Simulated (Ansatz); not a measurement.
# SnSiH4OF (SMILES [F][SnH][O][SiH3]) at UHF/STO-3G

Aim: the vertical ionisation energy of SnSiH4OF at UHF/STO-3G, from 2 runs. 

The calculation is run with Ansatz 0.2.0.

106 further runs of the same task are left out: 3 that didn't finish, 103 set aside as unsound or not needed. Runs told in other sessions of the task aren't counted.

### Step 1. The system as given

The species is SnSiH4OF (8 atoms), meant as a doublet with charge 0. SMILES: `[F][SnH][O][SiH3]`. Geometry: relaxed at PBE0-D4/def2-TZVP. This is one conformer, not always the lowest.

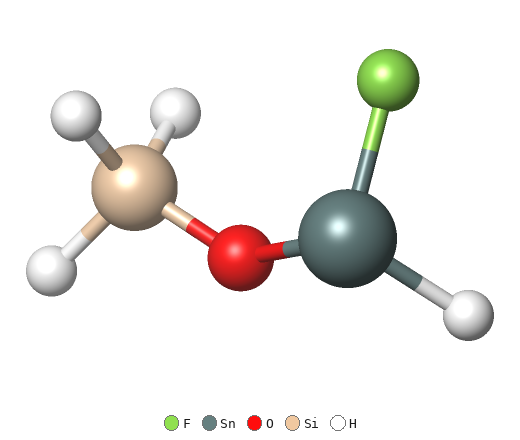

The structure, seen from a chosen angle (fluorine green, tin teal, oxygen red, silicon light orange, hydrogen white).

### Step 2. A single-point energy at UHF/STO-3G

The input, run.yaml:

```yaml
crystal:
  periodic: [false, false, false]
  atoms:
    - {symbol: F, position_ang: [-1.607300, 1.731700, 1.020300]}
    - {symbol: Sn, position_ang: [-0.420700, 1.874500, -0.493500]}
    - {symbol: O, position_ang: [0.210000, 0.039300, -0.694400]}
    - {symbol: Si, position_ang: [0.713800, -1.182700, 0.276900]}
    - {symbol: H, position_ang: [-1.435700, 2.176300, -1.877100]}
    - {symbol: H, position_ang: [1.729100, -1.982100, -0.456700]}
    - {symbol: H, position_ang: [-0.427200, -2.061300, 0.643600]}
    - {symbol: H, position_ang: [1.330300, -0.652900, 1.525000]}
basis:
  gaussian:
    orbitals: STO-3G
output: {orbitals: {seedname: orbitals}}
hamiltonian:
  xc: hf
accuracy: high
magnetization:
  spin_polarized: true
  initial_magnetization: 1
```

Run with:

```sh
$ ansatz run run.yaml --threads 1 --pin off --max-ram 3480MiB --events-out events.jsonl --progress --plain --runs-dir runs
```

The log of the run:

```text
Warning: RAYON_NUM_THREADS=1 ignored (pool sized by the plan → 1); use --threads N
Functional definition: HF
  name "HF"
  exchange = exact_x
  correlation = 0
985 factors; integrals over basis functions are off by at most 2.7e-8 eV
mean field evaluation 1: about -174778.1452 eV, gradient 1.8e1 eV
mean field evaluation 2: about -174778.2549 eV, gradient 1.8e1 eV
mean field evaluation 4: about -174781.5040 eV, gradient 1.9e0 eV
mean field evaluation 8: about -174781.5742 eV, gradient 6.5e-2 eV
mean field evaluation 16: about -174781.5666 eV, gradient 3.0e-8 eV
mean field -174781.56655190 eV, -6423.1040995815 hartree, gradient 3.0e-8 eV, S^2 0.757000; 0 other end points of the search recorded, 0 dependent functions left out
reference -174781.56655190 eV, -6423.1040995815 hartree; 43, 42 occupied and 7, 8 virtual orbitals, 985 factors
Total energy: -174781.56655190 eV, -6423.1040995815 hartree
```

It took 2.1 s on 1 thread of Arm Neoverse V1, shared host; peak memory 0.19 GiB.

### Step 3. The singlet cation

The input, input.yaml:

```yaml
crystal:
  periodic: [false, false, false]
  atoms:
    - {symbol: F, position_ang: [-1.607300, 1.731700, 1.020300]}
    - {symbol: Sn, position_ang: [-0.420700, 1.874500, -0.493500]}
    - {symbol: O, position_ang: [0.210000, 0.039300, -0.694400]}
    - {symbol: Si, position_ang: [0.713800, -1.182700, 0.276900]}
    - {symbol: H, position_ang: [-1.435700, 2.176300, -1.877100]}
    - {symbol: H, position_ang: [1.729100, -1.982100, -0.456700]}
    - {symbol: H, position_ang: [-0.427200, -2.061300, 0.643600]}
    - {symbol: H, position_ang: [1.330300, -0.652900, 1.525000]}
basis:
  gaussian:
    orbitals: STO-3G
accuracy: high
output: {orbitals: {seedname: orbitals}}
hamiltonian:
  xc: hf
total_charge: 1
```

Run with:

```sh
$ ansatz run input.yaml --threads 1 --pin off --max-ram 3480MiB --events-out events.jsonl --progress --plain --runs-dir runs
```

The log of the run:

```text
Warning: RAYON_NUM_THREADS=1 ignored (pool sized by the plan → 1); use --threads N
Functional definition: HF
  name "HF"
  exchange = exact_x
  correlation = 0
985 factors; integrals over basis functions are off by at most 2.7e-8 eV
mean field evaluation 1: about -174768.9545 eV, gradient 3.6e1 eV
mean field evaluation 2: about -174769.0259 eV, gradient 3.6e1 eV
mean field evaluation 4: about -174776.0992 eV, gradient 5.0e0 eV
mean field evaluation 8: about -174776.2478 eV, gradient 2.0e-1 eV
mean field evaluation 16: about -174776.2484 eV, gradient 2.4e-8 eV
mean field -174776.24843611 eV, -6422.9086624310 hartree, gradient 2.4e-8 eV, S^2 0.000000; 0 other end points of the search recorded, 0 dependent functions left out
reference -174776.24843611 eV, -6422.9086624310 hartree; 42, 42 occupied and 8, 8 virtual orbitals, 985 factors
Total energy: -174776.24843611 eV, -6422.9086624310 hartree
```

It took 1.9 s on 1 thread of Arm Neoverse V1, shared host; peak memory 0.13 GiB.

### Step 4. Outcome

Level: UHF/STO-3G.

| quantity | value |
| --- | --- |
| doublet SnSiH4OF: total energy | -6423.10410 Eh |
| doublet SnSiH4OF: HOMO energy (highest over α and β) | -5.83 eV |
| doublet SnSiH4OF: LUMO energy (lowest over α and β) | 4.20 eV |
| doublet SnSiH4OF: ⟨S²⟩ | 0.757 |
| singlet cation: total energy | -6422.90866 Eh |
| singlet cation: HOMO energy | -14.12 eV |
| singlet cation: LUMO energy | -4.74 eV |
| singlet cation: HOMO–LUMO gap | 9.38 eV |
| vertical ionisation energy (to the singlet cation) | 5.318 eV |

What this shows: Removing an electron at fixed nuclei costs 5.32 eV (123 kcal/mol). In a minimal basis such a difference can be off by several eV, whatever the method. Relativity is left out (doublet SnSiH4OF) although the molecule holds a heavy atom. Relativity is left out (singlet cation) although the molecule holds a heavy atom.
